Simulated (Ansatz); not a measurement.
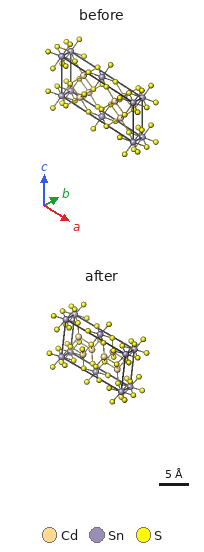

The structure of a crystal of Cd2SnS4 (built on the Ti2NiS4-12 type type) before (top) and after (bottom) a relaxation, at one scale.

A ball-and-stick model of the conventional cell (2 times the calculation's cell), seen slightly off an axis. Lengths and directions refer to the drawn axes.

Level of theory: Ansatz 0.2.0, DFT, PBEsol, plane waves, PAW.

The input:
```yaml
crystal:
  lattice:
    - [7.58138662, -2.02767138, 0.0]
    - [7.58138662, 2.02767138, 0.0]
    - [-3.23145929, 0.0, 6.22479641]
  atoms:
    - { symbol: Cd, position: [0.25703151, 0.25703151, 0.26365772] }
    - { symbol: Cd, position: [0.7429685, 0.7429685, 0.73634228] }
    - { symbol: Sn, position: [0.0, 0.0, 0.0] }
    - { symbol: S, position: [0.12006771, 0.12006771, 0.44770412] }
    - { symbol: S, position: [0.87993229, 0.87993229, 0.55229588] }
    - { symbol: S, position: [0.37589237, 0.37589237, 0.03813736] }
    - { symbol: S, position: [0.62410763, 0.62410763, 0.96186264] }
kpoints:
  mp_grid: { grid: [6, 6, 4] }
hamiltonian:
  xc: pbesol
scf:
  occupations: { method: fermi_dirac, width: 0.03 }
relax:
  f_tol: 0.01
  cell: {}
  max_steps: 120
```

Run as
```bash
ansatz run input.yaml --threads 4 --pin off --max-ram 4608MiB --backend cpu --events-out ev --progress --plain --runs-dir out
```

Summarise the run.

Answer. The energy falls by 367 meV per atom in 10 accepted moves (11 points after the start). The largest force component goes from 0.91 to 0.0088 eV/Å. The pressure goes from −10.25 to 0.00 GPa. The SCF was repeated once at an unchanged geometry on a basis and grid sized afresh for the cell, which shifted the energy by 0.4 meV per atom at most. The largest moves relative to the cell, 1.00 Å, are those of Cd1 and Cd2. Cd2 goes along [−2 0 −3]. By element the largest moves are Cd 1.00 Å, S 0.45 Å. Sn stays in place. Cell: a 15.163 → 12.327 Å (−18.7 %), b 4.055 → 3.931 Å (−3.1 %), c 7.014 → 6.770 Å (−3.5 %), β 117.4° → 107.8°. Volume −18.4 %. Near-neighbour distances that change, for instance: Cd1–S7 2.953 → 3.676 Å, Cd1–S6 2.894 → 2.455 Å, Cd1–S5 2.865 → 2.516 Å, Cd1–S4 2.907 → 2.616 Å. Bond angles that change, for instance: S5–Cd2–S7 174.2° → 118.8°, S4–Cd2–S7 91.2° → 122.8°, Cd1–S4–Sn3 74.4° → 104.9°. The space group stays C2/m (No. 12). Cost: 67 s on 4 threads of Arm Neoverse V1, with other jobs on the host, peak memory 0.8 GiB.
